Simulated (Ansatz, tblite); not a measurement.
# Cu(NH3)Cl (ClCuH₃N): rung by rung, part 1 of 2

Aim: run the singlet of Cu(NH3)Cl (ClCuH₃N) at one geometry on many levels, and compare frontier levels, spin and run time.

Program: Ansatz 0.2.0, Gaussian basis. Level of theory: as each input shows. These are calculated values, not measurements.

Plan: GFN1-xTB, GFN2-xTB, PBE-D4/def2-TZVP, r2SCAN-D4/def2-TZVP, HSE06-D4/def2-TZVP, PBE-QIDH/def2-TZVP, r2SCANh-D4/def2-TZVP, r2SCAN0-D4/def2-TZVP, BLYP-D4/def2-TZVP, B3LYP-D4/def2-TZVP, LC-ωPBE/def2-TZVP, PBE-D4/def2-SVP, PBE0-D4/def2-SVP, HF/STO-3G, HF/6-31G, B3LYP-D4/6-31G, CCSD(T)/def2-TZVPP, MP2/def2-TZVP, RPA/def2-TZVP.

## 1. The structure

The singlet was relaxed beforehand with B3LYP-D4/def2-TZVP.

6 atoms, charge 0, spin multiplicity 1.

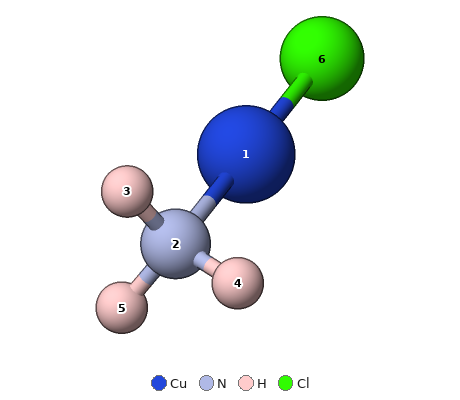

The structure; copper blue, nitrogen light blue, hydrogen pink, chlorine green; atoms are numbered from 1 in the order of the file.

Formally the metal is d10. No spin-orbit coupling is included.

PBE0-D4/def2-TZVP was run before; its log isn't repeated, and its numbers join the tables.

## 2. GFN1-xTB

Tight binding, by tblite at 300 K electronic temperature and without a spin-polarisation term:

```python
tblite.interface.Calculator('GFN1-xTB', numbers, positions, charge=0, uhf=0).singlepoint()
```

Energy -371.2151 eV, HOMO -11.02 eV, LUMO -5.71 eV; 0.004 s.

## 3. GFN2-xTB

Tight binding, by tblite at 300 K electronic temperature and without a spin-polarisation term:

```python
tblite.interface.Calculator('GFN2-xTB', numbers, positions, charge=0, uhf=0).singlepoint()
```

Energy -351.7565 eV, HOMO -9.49 eV, LUMO -2.24 eV; 0.002 s.

## 4. PBE-D4/def2-TZVP

start.molden holds the orbitals of an earlier run on this state, given as this run's starting guess.

in.yaml

```yaml
crystal:
  periodic: [false, false, false]
  atoms:
    - {symbol: Cu, position_ang: [-0.005563, 0.002916, -1.139146]}
    - {symbol: N, position_ang: [0.003494, -0.001861, 0.816870]}
    - {symbol: H, position_ang: [-0.407455, 0.849013, 1.190708]}
    - {symbol: H, position_ang: [0.949496, -0.071238, 1.181414]}
    - {symbol: H, position_ang: [-0.525946, -0.786296, 1.186977]}
    - {symbol: Cl, position_ang: [-0.014037, 0.007457, -3.236824]}
basis:
  gaussian: {orbitals: def2-TZVP, initial_orbitals: start.molden}
hamiltonian: {xc: pbe, dispersion: d4}
scf: {omitted_lower_state_checks: [starts]}
output: {orbitals: {seedname: orbitals}}
```

Started as:

```
$ ansatz run in.yaml --threads 4 --pin off --events-out ev --progress --plain --max-ram 3916MiB
```

What it wrote:

```text
Functional definition: PBE
  name "PBE"
  cite "Perdew, Burke & Ernzerhof, Phys. Rev. Lett. 77, 3865 (1996) doi:10.1103/PhysRevLett.77.3865"
  parent pbe
  parameter kappa = 0.804
  parameter beta = 0.06672455060314922
  exchange = pbe_x(kappa = kappa, mu = beta*pi^2/3)
  correlation = pbe_c(beta = beta)
these checks for a lower state are left out or cut short: starts
996 factors; their error is unknown
mean field evaluation 1: about -58692.5451 eV, gradient 1.2e1 eV
mean field evaluation 2: about -58692.6846 eV, gradient 2.9e-1 eV
mean field evaluation 4: about -58692.6426 eV, gradient 2.6e-1 eV
mean field -58692.64267871 eV, -2156.9148351404 hartree, gradient 6.8e-5 eV, S^2 0.000000; 0 other end points of the search recorded, 0 dependent functions left out
reference -58692.64272291 eV, -2156.9148367647 hartree; 28, 28 occupied and 103, 103 virtual orbitals, 996 factors
Total energy: -58692.73343301 eV, -2156.9181702996 hartree
Checks for a lower state left out: starts
```

Wall time 0.95 s (4 threads of Arm Neoverse V2, shared host).

HOMO -5.03 eV, LUMO -1.65 eV.

## 5. r2SCAN-D4/def2-TZVP

Changes to in.yaml since step 4:

```diff
@@ -11,3 +11,3 @@
   gaussian: {orbitals: def2-TZVP, initial_orbitals: start.molden}
-hamiltonian: {xc: pbe, dispersion: d4}
+hamiltonian: {xc: r2scan, dispersion: d4}
 scf: {omitted_lower_state_checks: [starts]}
```

Launched as before.

What it wrote:

```text
Functional definition: r2SCAN
  name "r2SCAN"
  cite "Furness, Kaplan, Ning, Perdew & Sun, J. Phys. Chem. Lett. 11, 8208 (2020) doi:10.1021/acs.jpclett.0c02405"
  cite "Furness, Kaplan, Ning, Perdew & Sun, J. Phys. Chem. Lett. 11, 9248 (2020) doi:10.1021/acs.jpclett.0c03077"
  parent r2scan
  parameter k0 = 0.174
  parameter k1 = 0.065
  parameter a1 = 4.9479
  exchange = r2scan_x(k0 = k0, k1 = k1, a1 = a1)
  correlation = r2scan_c
these checks for a lower state are left out or cut short: starts
996 factors; their error is unknown
mean field evaluation 1: about -58704.2235 eV, gradient 7.8e0 eV
mean field evaluation 2: about -58704.2714 eV, gradient 1.3e-1 eV
mean field evaluation 4: about -58704.2321 eV, gradient 1.8e-4 eV
mean field -58704.23214022 eV, -2157.3407399953 hartree, gradient 2.5e-5 eV, S^2 0.000000; 0 other end points of the search recorded, 0 dependent functions left out
reference -58704.23215379 eV, -2157.3407404940 hartree; 28, 28 occupied and 103, 103 virtual orbitals, 996 factors
Total energy: -58704.25347995 eV, -2157.3415242159 hartree
Checks for a lower state left out: starts
```

It took 2.3 s on 4 threads of Arm Neoverse V2, shared host.

Report: HOMO -5.22 eV, LUMO -1.06 eV.

## 6. HSE06-D4/def2-TZVP

Changes to in.yaml since step 5:

```diff
@@ -11,3 +11,3 @@
   gaussian: {orbitals: def2-TZVP, initial_orbitals: start.molden}
-hamiltonian: {xc: r2scan, dispersion: d4}
+hamiltonian: {xc: hse06, dispersion: d4}
 scf: {omitted_lower_state_checks: [starts]}
```

The command is unchanged.

What it wrote, shortened:

```text
Functional definition: HSE06
  name "HSE06"
  cite "Heyd, Scuseria & Ernzerhof, J. Chem. Phys. 118, 8207 (2003) doi:10.1063/1.1564060"
  cite "Krukau, Vydrov, Izmaylov & Scuseria, J. Chem. Phys. 125, 224106 (2006) doi:10.1063/1.2404663"
  cite "Heyd & Scuseria, J. Chem. Phys. 120, 7274 (2004) doi:10.1063/1.1668634"
  cite "Ernzerhof & Perdew, J. Chem. Phys. 109, 3313 (1998) doi:10.1063/1.476928"
  cite "Perdew, Burke & Ernzerhof, Phys. Rev. Lett. 77, 3865 (1996) doi:10.1103/PhysRevLett.77.3865"
  parent pbe
[...]
  # The whole range is PBE's own exchange, as in plane waves. The composition of these papers is wPBEh.
[...]
1097 factors; their error is unknown
68 factors; integrals over basis functions are off by at most 5.3e-6 eV
[...]
mean field -58693.26953928 eV, -2156.9378718415 hartree, gradient 5.5e-5 eV, S^2 0.000000; 0 other end points of the search recorded, 0 dependent functions left out
reference -58693.26958231 eV, -2156.9378734230 hartree; 28, 28 occupied and 103, 103 virtual orbitals, 1097 factors
Total energy: -58693.34165214 eV, -2156.9405219404 hartree
Checks for a lower state left out: starts
```

Run time: 1.4 s. Hardware: 4 threads of Arm Neoverse V2, shared host.

From the report: HOMO -6.13 eV, LUMO -1.19 eV.

## 7. PBE-QIDH/def2-TZVP

Changes to in.yaml since step 6:

```diff
@@ -11,4 +11,4 @@
   gaussian: {orbitals: def2-TZVP, initial_orbitals: start.molden}
-hamiltonian: {xc: hse06, dispersion: d4}
+hamiltonian: {xc: {name: PBE-QIDH}}
+correlation: {frozen_orbitals: {Cl: 5, Cu: 9, H: 0, "N": 1}}
 scf: {omitted_lower_state_checks: [starts]}
-output: {orbitals: {seedname: orbitals}}
```

The command is unchanged.

What it wrote, shortened:

```text
Functional definition: PBE-QIDH
  name "PBE-QIDH"
  cite "Brémond, Sancho-García, Pérez-Jiménez & Adamo, J. Chem. Phys. 141, 031101 (2014) doi:10.1063/1.4890314"
  cite "Perdew, Burke & Ernzerhof, Phys. Rev. Lett. 77, 3865 (1996) doi:10.1103/PhysRevLett.77.3865"
[...]
1030 factors; integrals over basis functions are off by at most 1.1e-3 eV
[...]
mean field -58674.63524856 eV, -2156.2530742885 hartree, gradient 2.2e-6 eV, S^2 0.000000; 0 other end points of the search recorded, 0 dependent functions left out
15 core orbitals not correlated: weight in the atoms' cores, before any rotation towards them, 1.000 or more for the frozen orbitals, at most 0.000 for the correlated occupied ones
reference -58674.63526071 eV, -2156.2530747347 hartree; 13, 13 occupied and 103, 103 virtual orbitals, 1030 factors
second order -26.43596483 eV of doubles, -0.00000000 eV of singles
Total energy: -58683.44724898 eV, -2156.5769093309 hartree
Checks for a lower state left out: starts
```

It took 2.2 s on 4 threads of Arm Neoverse V2, shared host.

## 8. r2SCANh-D4/def2-TZVP

Changes to in.yaml since step 7:

```diff
@@ -11,4 +11,4 @@
   gaussian: {orbitals: def2-TZVP, initial_orbitals: start.molden}
-hamiltonian: {xc: {name: PBE-QIDH}}
-correlation: {frozen_orbitals: {Cl: 5, Cu: 9, H: 0, "N": 1}}
+hamiltonian: {xc: {name: r2SCANh}, dispersion: d4}
 scf: {omitted_lower_state_checks: [starts]}
+output: {orbitals: {seedname: orbitals}}
```

Launched as before.

What it wrote, shortened:

```text
Functional definition: r2SCANh
  name "r2SCANh"
  cite "Bursch, Neugebauer, Ehlert & Grimme, J. Chem. Phys. 156, 134105 (2022) doi:10.1063/5.0086040"
  cite "Furness, Kaplan, Ning, Perdew & Sun, J. Phys. Chem. Lett. 11, 8208 (2020) doi:10.1021/acs.jpclett.0c02405"
  cite "Furness, Kaplan, Ning, Perdew & Sun, J. Phys. Chem. Lett. 11, 9248 (2020) doi:10.1021/acs.jpclett.0c03077"
  parent r2scan
[...]
1016 factors; their error is unknown
[...]
mean field -58703.49999245 eV, -2157.3138340610 hartree, gradient 1.4e-5 eV, S^2 0.000000; 0 other end points of the search recorded, 0 dependent functions left out
reference -58703.50000478 eV, -2157.3138345142 hartree; 28, 28 occupied and 103, 103 virtual orbitals, 1016 factors
Total energy: -58703.52311253 eV, -2157.3146837083 hartree
Checks for a lower state left out: starts
```

Run time: 2.7 s. Hardware: 4 threads of Arm Neoverse V2, shared host.

HOMO -5.84 eV, LUMO -0.80 eV.

## 9. r2SCAN0-D4/def2-TZVP

Changes to in.yaml since step 8:

```diff
@@ -11,3 +11,3 @@
   gaussian: {orbitals: def2-TZVP, initial_orbitals: start.molden}
-hamiltonian: {xc: {name: r2SCANh}, dispersion: d4}
+hamiltonian: {xc: {name: r2SCAN0}, dispersion: d4}
 scf: {omitted_lower_state_checks: [starts]}
```

The command is unchanged.

What it wrote, shortened:

```text
Functional definition: r2SCAN0
  name "r2SCAN0"
  cite "Bursch, Neugebauer, Ehlert & Grimme, J. Chem. Phys. 156, 134105 (2022) doi:10.1063/5.0086040"
  cite "Furness, Kaplan, Ning, Perdew & Sun, J. Phys. Chem. Lett. 11, 8208 (2020) doi:10.1021/acs.jpclett.0c02405"
  cite "Furness, Kaplan, Ning, Perdew & Sun, J. Phys. Chem. Lett. 11, 9248 (2020) doi:10.1021/acs.jpclett.0c03077"
  parent r2scan
[...]
1097 factors; their error is unknown
[...]
mean field -58702.45338606 eV, -2157.2753719856 hartree, gradient 9.3e-6 eV, S^2 0.000000; 0 other end points of the search recorded, 0 dependent functions left out
reference -58702.45339657 eV, -2157.2753723720 hartree; 28, 28 occupied and 103, 103 virtual orbitals, 1097 factors
Total energy: -58702.47910847 eV, -2157.2763172669 hartree
Checks for a lower state left out: starts
```

Run time: 2.5 s. Hardware: 4 threads of Arm Neoverse V2, shared host.

HOMO -6.72 eV, LUMO -0.43 eV.

## 10. BLYP-D4/def2-TZVP

Changes to in.yaml since step 9:

```diff
@@ -11,3 +11,3 @@
   gaussian: {orbitals: def2-TZVP, initial_orbitals: start.molden}
-hamiltonian: {xc: {name: r2SCAN0}, dispersion: d4}
+hamiltonian: {xc: {name: BLYP}, dispersion: d4}
 scf: {omitted_lower_state_checks: [starts]}
```

Launched as before.

What it wrote:

```text
Functional definition: BLYP
  name "BLYP"
  cite "Becke, Phys. Rev. A 38, 3098 (1988) doi:10.1103/PhysRevA.38.3098"
  cite "Lee, Yang & Parr, Phys. Rev. B 37, 785 (1988) doi:10.1103/PhysRevB.37.785"
  parameter beta = 0.0042
  parameter a = 0.04918
  parameter b = 0.132
  parameter c = 0.2533
  parameter d = 0.349
  exchange = b88_x(beta = beta)
  correlation = lyp_c(a = a, b = b, c = c, d = d)
these checks for a lower state are left out or cut short: starts
996 factors; their error is unknown
mean field evaluation 1: about -58708.0632 eV, gradient 1.5e1 eV
mean field evaluation 2: about -58708.2923 eV, gradient 3.5e-1 eV
mean field evaluation 4: about -58708.2500 eV, gradient 2.6e-1 eV
mean field -58708.25008480 eV, -2157.4883967352 hartree, gradient 8.4e-5 eV, S^2 0.000000; 0 other end points of the search recorded, 0 dependent functions left out
reference -58708.25040475 eV, -2157.4884084930 hartree; 28, 28 occupied and 103, 103 virtual orbitals, 996 factors
Total energy: -58708.44874742 eV, -2157.4956974518 hartree
Checks for a lower state left out: starts
```

Run time: 0.95 s. Hardware: 4 threads of Arm Neoverse V2, shared host.

From the report: HOMO -4.93 eV, LUMO -1.69 eV.

## 11. B3LYP-D4/def2-TZVP

Changes to in.yaml since step 10:

```diff
@@ -11,3 +11,3 @@
   gaussian: {orbitals: def2-TZVP, initial_orbitals: start.molden}
-hamiltonian: {xc: {name: BLYP}, dispersion: d4}
+hamiltonian: {xc: {name: B3LYP}, dispersion: d4}
 scf: {omitted_lower_state_checks: [starts]}
```

Launched as before.

What it wrote, shortened:

```text
Functional definition: B3LYP
  name "B3LYP"
  cite "Stephens, Devlin, Chabalowski & Frisch, J. Phys. Chem. 98, 11623 (1994) doi:10.1021/j100096a001"
  cite "Becke, Phys. Rev. A 38, 3098 (1988) doi:10.1103/PhysRevA.38.3098"
  cite "Lee, Yang & Parr, Phys. Rev. B 37, 785 (1988) doi:10.1103/PhysRevB.37.785"
  cite "Vosko, Wilk & Nusair, Can. J. Phys. 58, 1200 (1980) doi:10.1139/p80-159"
[...]
1092 factors; their error is unknown
[...]
mean field -58708.10314843 eV, -2157.4829969232 hartree, gradient 8.0e-5 eV, S^2 0.000000; 0 other end points of the search recorded, 0 dependent functions left out
reference -58708.10338861 eV, -2157.4830057496 hartree; 28, 28 occupied and 103, 103 virtual orbitals, 1092 factors
Total energy: -58708.25125235 eV, -2157.4884396419 hartree
Checks for a lower state left out: starts
```

It took 1.2 s on 4 threads of Arm Neoverse V2, shared host.

From the report: HOMO -6.29 eV, LUMO -1.19 eV.

## 12. LC-ωPBE/def2-TZVP

Changes to in.yaml since step 11:

```diff
@@ -11,3 +11,3 @@
   gaussian: {orbitals: def2-TZVP, initial_orbitals: start.molden}
-hamiltonian: {xc: {name: B3LYP}, dispersion: d4}
+hamiltonian: {xc: {name: LC-wPBE}}
 scf: {omitted_lower_state_checks: [starts]}
```

Launched as before.

What it wrote, shortened:

```text
Functional definition: LC-wPBE
  name "LC-wPBE"
  cite "Vydrov & Scuseria, J. Chem. Phys. 125, 234109 (2006) doi:10.1063/1.2409292"
  cite "Heyd & Scuseria, J. Chem. Phys. 120, 7274 (2004) doi:10.1063/1.1668634"
  cite "Ernzerhof & Perdew, J. Chem. Phys. 109, 3313 (1998) doi:10.1063/1.476928"
  cite "Perdew, Burke & Ernzerhof, Phys. Rev. Lett. 77, 3865 (1996) doi:10.1103/PhysRevLett.77.3865"
  parent pbe
[...]
996 factors; their error is unknown
263 factors; integrals over basis functions are off by at most 8.5e-5 eV
[...]
mean field -58696.39359754 eV, -2157.0526788651 hartree, gradient 1.3e-5 eV, S^2 0.000000; 0 other end points of the search recorded, 0 dependent functions left out
reference -58696.39359755 eV, -2157.0526788654 hartree; 28, 28 occupied and 103, 103 virtual orbitals, 996 factors
Total energy: -58696.39359755 eV, -2157.0526788654 hartree
Checks for a lower state left out: starts
```

Run time: 1.3 s. Hardware: 4 threads of Arm Neoverse V2, shared host.

HOMO -9.25 eV, LUMO 1.21 eV.

## 13. PBE-D4/def2-SVP

Changes to in.yaml since step 12:

```diff
@@ -10,4 +10,4 @@
 basis:
-  gaussian: {orbitals: def2-TZVP, initial_orbitals: start.molden}
-hamiltonian: {xc: {name: LC-wPBE}}
+  gaussian: {orbitals: def2-SVP, initial_orbitals: start.molden}
+hamiltonian: {xc: pbe, dispersion: d4}
 scf: {omitted_lower_state_checks: [starts]}
```

Launched as before.

What it wrote:

```text
Functional definition: PBE
  name "PBE"
  cite "Perdew, Burke & Ernzerhof, Phys. Rev. Lett. 77, 3865 (1996) doi:10.1103/PhysRevLett.77.3865"
  parent pbe
  parameter kappa = 0.804
  parameter beta = 0.06672455060314922
  exchange = pbe_x(kappa = kappa, mu = beta*pi^2/3)
  correlation = pbe_c(beta = beta)
these checks for a lower state are left out or cut short: starts
925 factors; their error is unknown
mean field evaluation 1: about -58679.1808 eV, gradient 1.0e1 eV
mean field evaluation 2: about -58679.4407 eV, gradient 4.8e-1 eV
mean field evaluation 4: about -58679.3912 eV, gradient 2.2e-1 eV
mean field evaluation 8: about -58679.3913 eV, gradient 1.2e-5 eV
mean field -58679.39127359 eV, -2156.4278549844 hartree, gradient 1.2e-5 eV, S^2 0.000000; 0 other end points of the search recorded, 0 dependent functions left out
reference -58679.39132995 eV, -2156.4278570558 hartree; 28, 28 occupied and 50, 50 virtual orbitals, 925 factors
Total energy: -58679.48204006 eV, -2156.4311905907 hartree
Checks for a lower state left out: starts
```

It took 0.65 s on 4 threads of Arm Neoverse V2, shared host.

From the report: HOMO -4.35 eV, LUMO -1.26 eV.

## 14. PBE0-D4/def2-SVP

Changes to in.yaml since step 13:

```diff
@@ -11,3 +11,3 @@
   gaussian: {orbitals: def2-SVP, initial_orbitals: start.molden}
-hamiltonian: {xc: pbe, dispersion: d4}
+hamiltonian: {xc: pbe0, dispersion: d4}
 scf: {omitted_lower_state_checks: [starts]}
```

Launched as before.

What it wrote:

```text
Functional definition: PBE0
  name "PBE0"
  cite "Adamo & Barone, J. Chem. Phys. 110, 6158 (1999) doi:10.1063/1.478522"
  cite "Perdew, Burke & Ernzerhof, Phys. Rev. Lett. 77, 3865 (1996) doi:10.1103/PhysRevLett.77.3865"
  parent pbe
  parameter a = 0.25
  parameter kappa = 0.804
  parameter beta = 0.06672455060314922
  exchange = (1 - a)*pbe_x(kappa = kappa, mu = beta*pi^2/3) + a*exact_x
  correlation = pbe_c(beta = beta)
these checks for a lower state are left out or cut short: starts
808 factors; integrals over basis functions are off by at most 1.1e-3 eV
mean field evaluation 1: about -58680.3798 eV, gradient 1.2e1 eV
mean field evaluation 2: about -58680.6325 eV, gradient 4.1e-1 eV
mean field evaluation 4: about -58680.8027 eV, gradient 2.4e-3 eV
mean field -58680.80268807 eV, -2156.4797235100 hartree, gradient 3.3e-5 eV, S^2 0.000000; 0 other end points of the search recorded, 0 dependent functions left out
reference -58680.80272841 eV, -2156.4797249925 hartree; 28, 28 occupied and 50, 50 virtual orbitals, 808 factors
Total energy: -58680.87932729 eV, -2156.4825399493 hartree
Checks for a lower state left out: starts
```

It took 0.8 s on 4 threads of Arm Neoverse V2, shared host.

From the report: HOMO -5.97 eV, LUMO -0.47 eV.

## 15. HF/STO-3G

Changes to in.yaml since step 14:

```diff
@@ -10,4 +10,4 @@
 basis:
-  gaussian: {orbitals: def2-SVP, initial_orbitals: start.molden}
-hamiltonian: {xc: pbe0, dispersion: d4}
+  gaussian: {orbitals: STO-3G}
+hamiltonian: {xc: hf}
 scf: {omitted_lower_state_checks: [starts]}
```

Launched as before.

What it wrote:

```text
Functional definition: HF
  name "HF"
  cite "Fock, Z. Phys. 61, 126 (1930) doi:10.1007/BF01340294"
  parent pbe
  exchange = exact_x
  correlation = 0
these checks for a lower state are left out or cut short: starts
357 factors; integrals over basis functions are off by at most 7.3e-4 eV
mean field evaluation 1: about -57844.0342 eV, gradient 9.3e1 eV
mean field evaluation 2: about -57846.3278 eV, gradient 9.3e1 eV
mean field evaluation 4: about -57921.9844 eV, gradient 6.2e1 eV
mean field evaluation 8: about -57953.2272 eV, gradient 5.5e1 eV
mean field evaluation 16: about -57969.5671 eV, gradient 6.5e-5 eV
a density is far from that of the atoms, so the factors are made again for it
375 factors; integrals over basis functions are off by at most 5.0e-5 eV
mean field -57969.56784915 eV, -2130.3423252717 hartree, gradient 6.2e-5 eV, S^2 0.000000; 0 other end points of the search recorded, 0 dependent functions left out
reference -57969.56784915 eV, -2130.3423252717 hartree; 28, 28 occupied and 7, 7 virtual orbitals, 375 factors
Total energy: -57969.56784915 eV, -2130.3423252717 hartree
Checks for a lower state left out: starts
```

It took 0.25 s on 4 threads of Arm Neoverse V2, shared host.

HOMO -3.46 eV, LUMO 4.80 eV.

## 16. HF/6-31G

Changes to in.yaml since step 15:

```diff
@@ -10,3 +10,3 @@
 basis:
-  gaussian: {orbitals: STO-3G}
+  gaussian: {orbitals: 6-31G}
 hamiltonian: {xc: hf}
```

Launched as before.

What it wrote:

```text
Functional definition: HF
  name "HF"
  cite "Fock, Z. Phys. 61, 126 (1930) doi:10.1007/BF01340294"
  parent pbe
  exchange = exact_x
  correlation = 0
these checks for a lower state are left out or cut short: starts
656 factors; integrals over basis functions are off by at most 2.6e-4 eV
mean field evaluation 1: about -58618.5472 eV, gradient 5.6e1 eV
mean field evaluation 2: about -58618.5532 eV, gradient 5.6e1 eV
mean field evaluation 4: about -58623.0495 eV, gradient 4.0e0 eV
mean field evaluation 8: about -58623.1622 eV, gradient 2.4e-1 eV
mean field -58623.16359925 eV, -2154.3615260649 hartree, gradient 2.8e-5 eV, S^2 0.000000; 0 other end points of the search recorded, 0 dependent functions left out
reference -58623.16359925 eV, -2154.3615260649 hartree; 28, 28 occupied and 29, 29 virtual orbitals, 656 factors
Total energy: -58623.16359925 eV, -2154.3615260649 hartree
Checks for a lower state left out: starts
```

It took 0.25 s on 4 threads of Arm Neoverse V2, shared host.

Report: HOMO -9.31 eV, LUMO 2.16 eV.

## 17. B3LYP-D4/6-31G

Changes to in.yaml since step 16:

```diff
@@ -11,3 +11,3 @@
   gaussian: {orbitals: 6-31G}
-hamiltonian: {xc: hf}
+hamiltonian: {xc: {name: B3LYP}, dispersion: d4}
 scf: {omitted_lower_state_checks: [starts]}
```

Same command.

What it wrote, shortened:

```text
Functional definition: B3LYP
  name "B3LYP"
  cite "Stephens, Devlin, Chabalowski & Frisch, J. Phys. Chem. 98, 11623 (1994) doi:10.1021/j100096a001"
  cite "Becke, Phys. Rev. A 38, 3098 (1988) doi:10.1103/PhysRevA.38.3098"
  cite "Lee, Yang & Parr, Phys. Rev. B 37, 785 (1988) doi:10.1103/PhysRevB.37.785"
  cite "Vosko, Wilk & Nusair, Can. J. Phys. 58, 1200 (1980) doi:10.1139/p80-159"
[...]
656 factors; integrals over basis functions are off by at most 2.6e-4 eV
[...]
mean field -58696.71376718 eV, -2157.0644448823 hartree, gradient 1.7e-5 eV, S^2 0.000000; 0 other end points of the search recorded, 0 dependent functions left out
reference -58696.71400504 eV, -2157.0644536234 hartree; 28, 28 occupied and 29, 29 virtual orbitals, 656 factors
Total energy: -58696.86186878 eV, -2157.0698875156 hartree
Checks for a lower state left out: starts
```

It took 0.65 s on 4 threads of Arm Neoverse V2, shared host.

HOMO -5.41 eV, LUMO -0.74 eV.

(Continued in part 2 of 2.)
